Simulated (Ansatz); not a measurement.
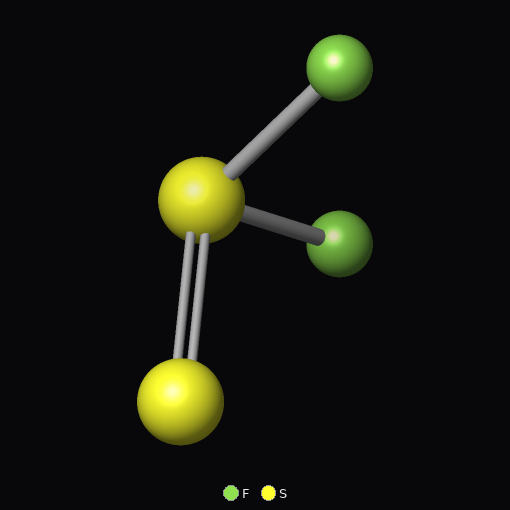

A ball-and-stick model of a molecule. Double and triple bonds are drawn as two and three sticks.

Question: Count the atoms of each element.

Answer: S2F2, 4 atoms: 2 sulfur and 2 fluorine.

Question: Count the bonded pairs by element.

Answer: 2 F–S, 1 S–S.

Question: What is its SMILES?

Answer: FS(F)=S

Question: How many atoms are distinct by symmetry?

Answer: 3: 2 F, 1 S, 1 S.

The parts below concern this one geometry. Atoms keep their numbers from picture to picture. Computed geometry: PBE0-D4/def2-TZVP optimisation.

## Geometry

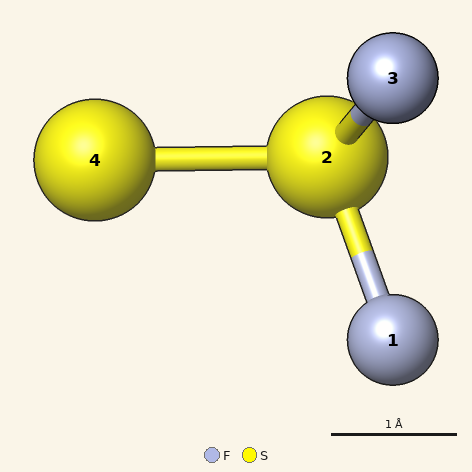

Which atoms are bonded, and how long are the bonds?

| bond | length (Å) | order |
| --- | --- | --- |
| F1–S2 | 1.606 | single |
| S2–F3 | 1.606 | single |
| S2–S4 | 1.859 | double |

## Vibrations

Harmonic vibrations computed with RKS PBE0-D4/def2-TZVP (Ansatz 0.2.0) at a stationary point of the same level.

Question: List the wavenumbers.

Answer: 6 modes: 275, 338, 417, 712, 745, 778 cm⁻¹.

## Charges

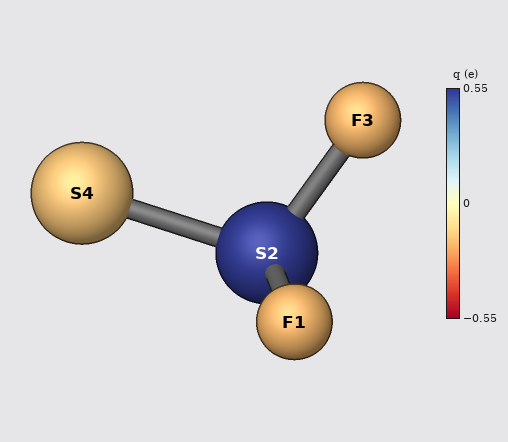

Atoms are coloured by their Mulliken charges. Level of theory: RKS PBE0-D4/def2-TZVP (Ansatz 0.2.0).

List the Mulliken charges.

| atom | value (e) |
| --- | --- |
| F1 | −0.19 |
| S2 | 0.53 |
| F3 | −0.19 |
| S4 | −0.16 |

## Electronic properties

Properties computed with RKS B3LYP-D4/def2-TZVPP (Ansatz 0.2.0).

Question: What is the HOMO energy (Kohn–Sham orbital)?

Answer: −7.89 eV.

Question: Give the vertical ionisation energy at this level.

Answer: 10.55 eV.

Question: Estimate the dipole moment.

Answer: 1.00 D.

Question: What is the HOMO–LUMO gap?

Answer: 5.52 eV.

Mulliken values depend strongly on the basis set and can even reverse the polarity of a bond.
